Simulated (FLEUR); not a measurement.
## Convergence study of the k-point mesh for Au (Fm-3m, 1 atom in the cell)

```yaml
crystal:
  lattice:
    - [0.00000, 2.03388, 2.03388]
    - [2.03388, 0.00000, 2.03388]
    - [2.03388, 2.03388, 0.00000]
  atoms:
    - { symbol: Au, position: [0.00000, 0.00000, 0.00000] }
```

Computed with PBEsol, all-electron FLAPW (FLEUR), scalar-relativistic valence run with FLEUR.

Base settings: Kmax = 4 1/bohr; GmaxXC = 16 1/bohr; xcFunctional = PBEs; jspins = 1; l_soc = F; mode = hist; fermiSmearingEnergy = 0.00367493 Htr; mesh (inpgen div1-3) = 10 10 10; inpgen gamma flag = true; Gmax = 16 1/bohr.

Moved along: kpt_gamma.

The second cell is the first with its lattice scaled by 0.98.

Only quantities that move along the ladder and can be compared are tabulated.

The starting cell has typed, rounded lattice constants, without a prior relaxation at this level. Its lattice was rescaled by up to half a per cent. Values depend on the basis (sphere radii, cutoffs, local orbitals), which need not be converged.

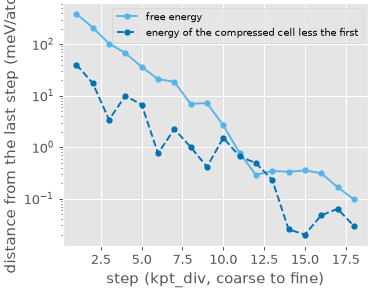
Figure: Distance from the last step along the ladder; very small values are drawn at a floor.

| kpt_div | free energy less the last step's (meV/atom) | energy of the compressed cell less the first (meV/atom) |
|---|---|---|
| 3 3 3 | -388.37 | 7.91 |
| 4 4 4 | 210.16 | 65.41 |
| 5 5 5 | -102.71 | 44.51 |
| 6 6 6 | 67.17 | 57.79 |
| 8 8 8 | 36.04 | 54.61 |
| 9 9 9 | -21.03 | 47.17 |
| 10 10 10 | 18.49 | 50.15 |
| 11 11 11 | -6.92 | 46.92 |
| 12 12 12 | 7.14 | 48.33 |
| 13 13 13 | -2.66 | 46.41 |
| 15 15 15 | -0.77 | 47.26 |
| 18 18 18 | -0.29 | 48.41 |
| 20 20 20 | -0.35 | 48.15 |
| 22 22 22 | -0.33 | 47.90 |
| 24 24 24 | -0.35 | 47.93 |
| 27 27 27 | 0.31 | 47.88 |
| 30 30 30 | -0.17 | 47.86 |
| 33 33 33 | 0.10 | 47.89 |
| 41 41 41 | 0.00 | 47.92 |

Coarsest kpt_div that holds the energy of the compressed cell less the first within 2 meV/atom of the last step, with all finer ones: 11 11 11; the step before is off by 2.2 meV/atom.

Coarsest kpt_div that holds the free energy within 5 meV/atom of the last step, with all finer ones: 13 13 13; the step before is off by 7.1 meV/atom.

Left out of this page: 2 runs of the series failed or unconverged.
